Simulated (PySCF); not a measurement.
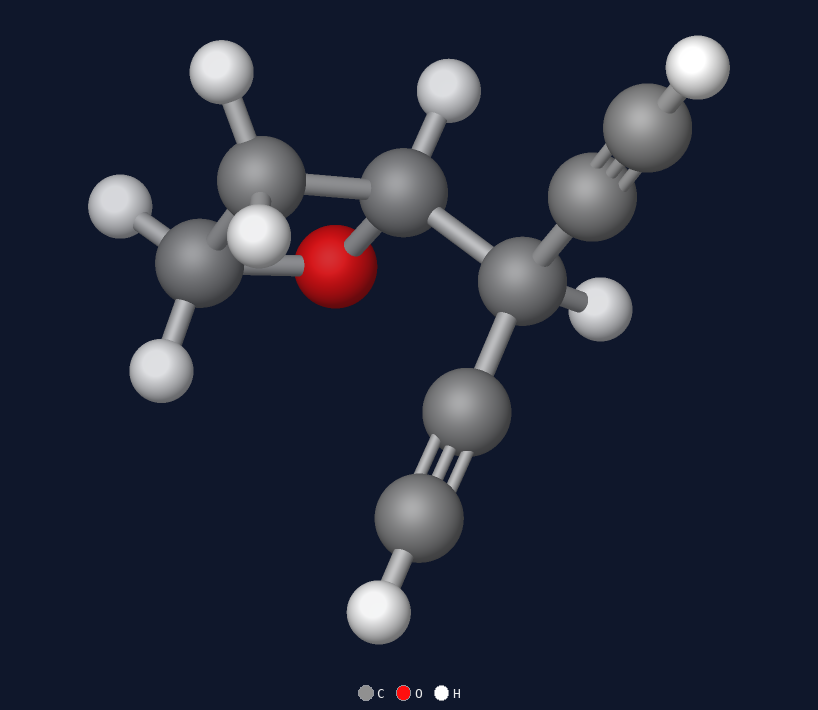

Computed geometry: GFN2-xTB optimisation. No frequency run is at hand to confirm it as a minimum.

Describe the molecule.

Formula C₈H₈O. SMILES: `C#CC(C#C)[C@@H]1CCO1`. Independent rings (smallest set): 1 of 4 members. Among its groups: ether, alkyne. This geometry has C1 symmetry. Coordination, clear cases only: 4 C linear; 1 C tetrahedral; 1 O bent.

More results for the same structure follow; atom numbers are the same in all pictures, views and colours differ.

**Shape**

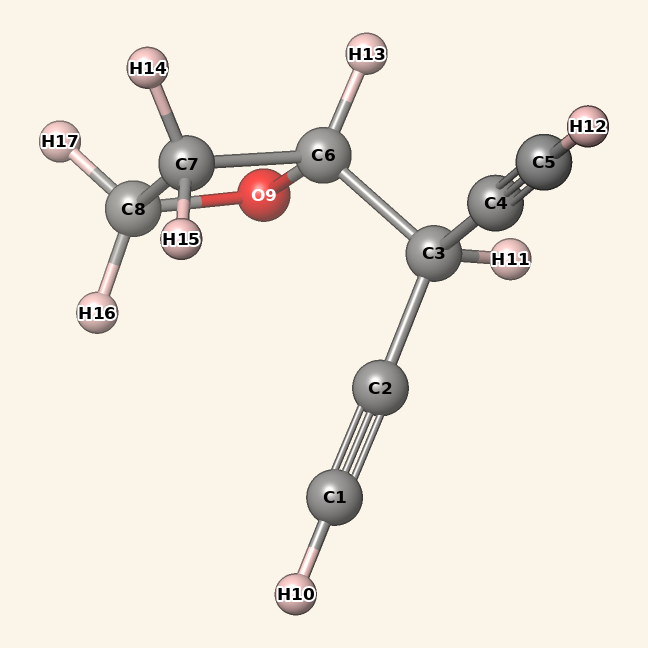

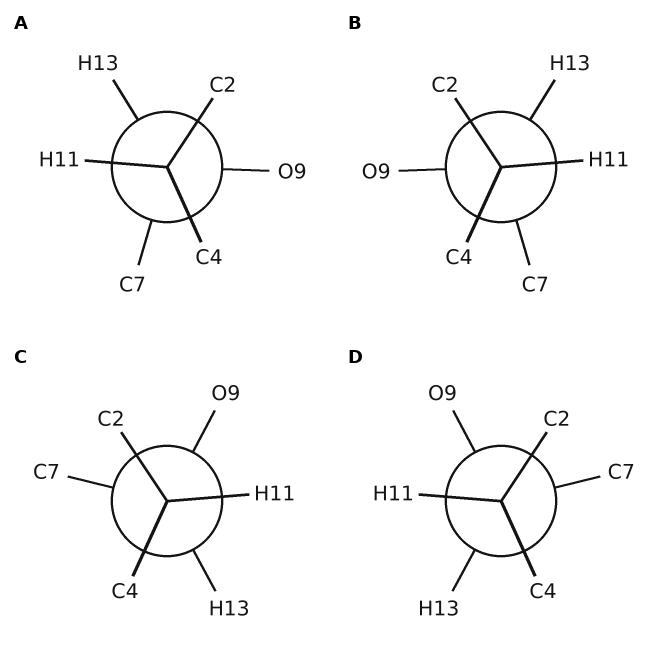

Depth is shown by fading: the farther an atom, the more it takes the colour of the background. Bonds that would overlap in a projection are set slightly apart. No frequency run is at hand to confirm it as a minimum.

> Which Newman projection shows the view along C3–C6, with C3 in front?

D. The torsion angle C2–C3–C6–O9 is −62°, synclinal (gauche).

**Polarisability**

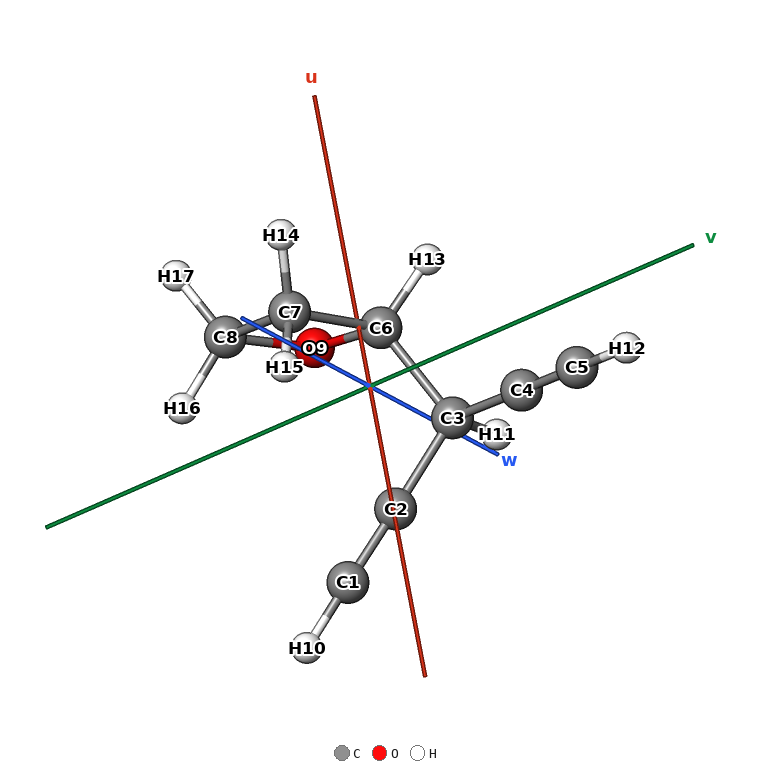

The lines u, v and w are the principal axes of the static dipole polarisability. No frequency run is at hand to confirm it as a minimum. Method: PBE0/def2-SVPD (PySCF 2.14.0).

> Along which axis is the molecule most polarisable, and along which least?

Most along v, least along w.

> Give the three principal values.

u 88.4, v 106.4, w 72.2 bohr³; mean 89.0, anisotropy 29.6 bohr³.

**NMR shielding**

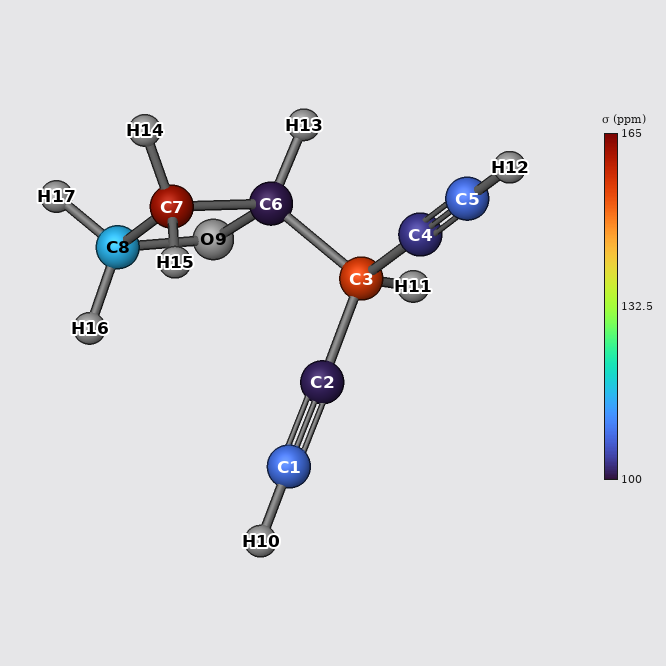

Atoms are coloured by their isotropic NMR shieldings (C only, the others grey). No frequency run is at hand to confirm it as a minimum. Method: GIAO PBE0/pcSseg-1 NMR shielding, non-relativistic, gas phase (PySCF 2.14.0).

List the isotropic NMR shieldings of the C atoms.

```
atom  σ (ppm)
  C1    109.4
  C2    101.3
  C3    155.3
  C4    103.4
  C5    108.8
  C6    100.9
  C7    161.4
  C8    115.8
```

**Bond orders**

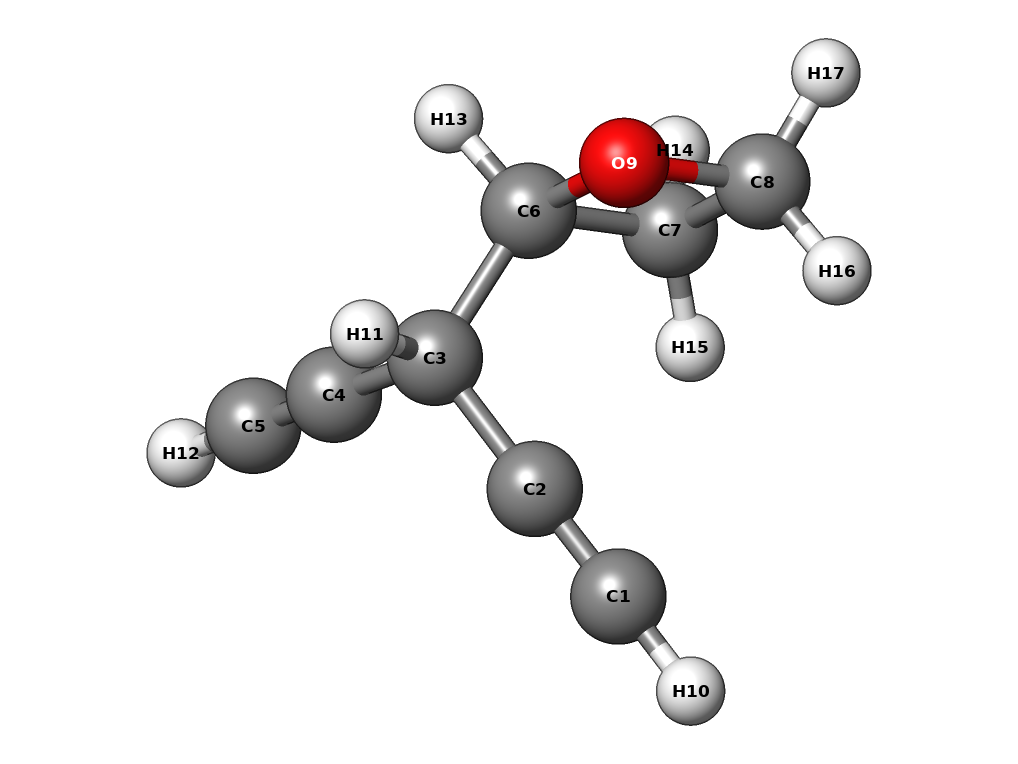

Every bond is drawn as one stick. No frequency run is at hand to confirm it as a minimum. Level of theory: PBE0/pcSseg-1 (PySCF 2.14.0).

List the Mayer bond orders of C1–C2, C2–C3, C3–C4, C3–C6, C4–C5, C6–C7, C6–O9, C7–C8, C8–O9 (bonds between heavy atoms, one of each equivalent set).

```tsv
bond	Mayer order	length (Å)
C1–C2	2.56	1.196
C2–C3	0.98	1.455
C3–C4	0.96	1.455
C3–C6	0.97	1.542
C4–C5	2.55	1.196
C6–C7	1.02	1.533
C6–O9	0.94	1.431
C7–C8	1.04	1.531
C8–O9	0.92	1.429
```
